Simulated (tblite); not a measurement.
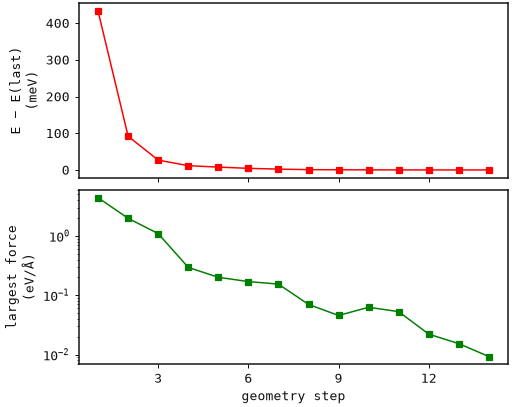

History of a geometry optimisation.

The run: C3H2FPS (SMILES Fc1cpcs1), by GFN2-xTB geometry optimisation, gas phase (tblite 0.8.0).

**How did it end, and what did it gain?**

The optimisation met its thresholds at geometry 14, counting the start as the first. The energy fell by about 430 meV from the first step to the last. The largest force goes from about 4.4 eV/Å at the start to 9 × 10⁻³ eV/Å at the end.

**By which step was nine tenths of the energy gained?**

By step 3 of 14.
